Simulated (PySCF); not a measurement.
# NMR shielding calculation, with input and output: C2H8F2Si2

The run: NMR shielding calculation of C2H8F2Si2. Method and program: GIAO PBE0/pcSseg-1 NMR shielding, non-relativistic, gas phase (PySCF 2.14.0).

The geometry comes from this level: PBE0-D3(BJ)/def2-SVP. Figures and captions count atoms from 1; the log counts them from 0 in places.

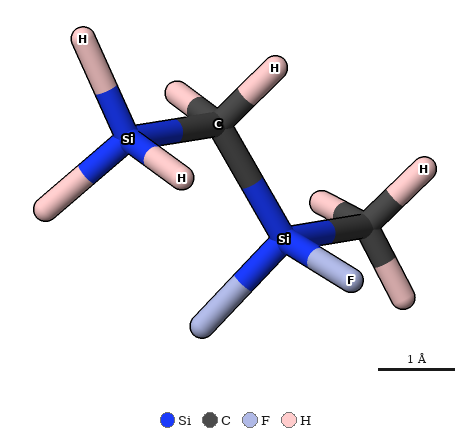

Fig. 1: The structure (stick view, seen at a tilt). Bond lengths as drawn: C–H 1.10 Å, C–Si 1.85 to 1.89 Å, F–Si 1.62 Å and H–Si 1.49 to 1.50 Å.

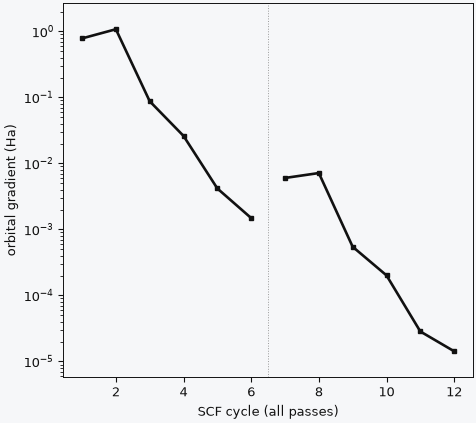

Fig. 2: Convergence of the self-consistent field: orbital gradient against the SCF cycle. The dotted line marks the change from a coarse to the final integration grid. The first 6 cycles use a coarse grid, the final grid takes over at cycle 7, and the field converges after 12 cycles in all.

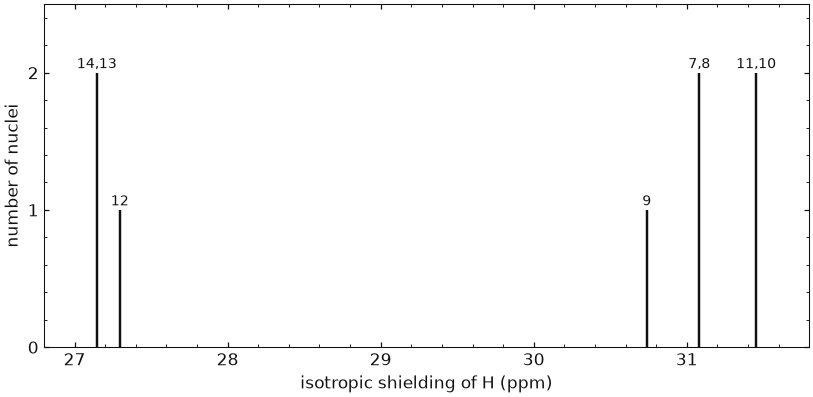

Fig. 3: Isotropic shieldings of the hydrogen nuclei in this fixed geometry, labelled by atom number; shielding grows to the right, so chemical shift grows to the left. The least shielded is H14 (27.1 ppm), the most shielded H10 (31.5 ppm).

The input and output of the run follow.

## Input file
```
{"job": {"kind": "nmr", "xc": "PBE0", "basis": "pcSseg-1"}, "charge": 0, "multiplicity": 1}
Si    -0.473470    -0.069793    -0.791952
C     -0.639381    -1.708831    -1.629498
C      0.433480    -0.079450     0.819232
Si     0.716998     1.602917     1.629151
F     -1.952664     0.549042    -0.547019
F      0.262544     0.965111    -1.801535
H     -1.166189    -2.426859    -0.982510
H      0.350263    -2.126492    -1.870092
H     -1.207317    -1.609069    -2.566799
H      1.414130    -0.563874     0.668515
H     -0.128050    -0.714796     1.526531
H      1.426904     1.421015     2.932425
H      1.549301     2.470604     0.745265
H     -0.590906     2.275812     1.884082
```

The first line tells a small driver script what to run in PySCF; the rest is the geometry in Å.

Command:
```bash
OMP_NUM_THREADS=1 python <driver script> task.json out
```

## What the program printed
```
coarse grid: 12552 points
cycle   1  E = -859.1206957772  dE =  2.200e-01  |g| = 7.843e-01  |ddm| = 3.270e+00
cycle   2  E = -859.0484072165  dE =  7.229e-02  |g| = 1.080e+00  |ddm| = 1.247e+00
cycle   3  E = -859.2272812944  dE = -1.789e-01  |g| = 8.759e-02  |ddm| = 7.278e-01
cycle   4  E = -859.2287242836  dE = -1.443e-03  |g| = 2.612e-02  |ddm| = 7.603e-02
cycle   5  E = -859.2288819802  dE = -1.577e-04  |g| = 4.177e-03  |ddm| = 2.409e-02
cycle   6  E = -859.2288858358  dE = -3.856e-06  |g| = 1.488e-03  |ddm| = 5.192e-03
final grid: 112456 points
cycle   7  E = -859.2732960924  dE = -2.133e-05  |g| = 6.028e-03  |ddm| = 1.497e-02
cycle   8  E = -859.2732920614  dE =  4.031e-06  |g| = 7.158e-03  |ddm| = 1.010e-02
cycle   9  E = -859.2733051978  dE = -1.314e-05  |g| = 5.468e-04  |ddm| = 5.669e-03
cycle  10  E = -859.2733052417  dE = -4.386e-08  |g| = 2.016e-04  |ddm| = 4.776e-04
cycle  11  E = -859.2733052476  dE = -5.976e-09  |g| = 2.849e-05  |ddm| = 1.211e-04
cycle  12  E = -859.2733052477  dE = -1.000e-10  |g| = 1.427e-05  |ddm| = 3.176e-05
converged SCF energy = -859.2733052477

GIAO shielding tensors (ppm)
atom      isotropic    diamagn.    paramagn.     s11        s22        s33       span
  0 Si     336.771     879.471    -542.700    302.598    305.909    401.807     99.209
  1 C      185.832     257.406     -71.574    178.811    182.738    195.947     17.135
  2 C      191.935     263.704     -71.770    182.839    192.556    200.408     17.569
  3 Si     424.205     879.139    -454.933    402.482    407.688    462.446     59.965
  4 F      320.268     471.747    -151.479    248.697    347.640    364.466    115.769
  5 F      319.288     471.964    -152.676    249.324    346.546    361.993    112.669
  6 H       31.080      30.798       0.282     26.918     28.775     37.549     10.631
  7 H       31.084      30.856       0.227     26.929     28.766     37.555     10.626
  8 H       30.739      28.195       2.544     26.178     27.725     38.314     12.137
  9 H       31.465      33.654      -2.189     26.408     29.665     38.322     11.914
 10 H       31.442      33.471      -2.029     26.457     29.506     38.362     11.905
 11 H       27.296      27.794      -0.499     23.699     25.073     33.115      9.417
 12 H       27.153      28.316      -1.163     23.383     25.986     32.090      8.706
 13 H       27.138      28.278      -1.140     23.352     25.998     32.063      8.711
```

## Summary

- outcome: converged
- total energy: −859.273305 hartree
- HOMO: −8.90 eV
- LUMO: 0.61 eV
- dipole moment: 2.88 D
- isotropic shielding, Si: 336.8 to 424.2 ppm
- isotropic shielding, C: 185.8 to 191.9 ppm
- isotropic shielding, F: 319.3 to 320.3 ppm
- isotropic shielding, H: 27.1 to 31.5 ppm
- hardware: 1 CPU thread, shared host
- wall time: 17 s
- peak memory: 0.86 GiB
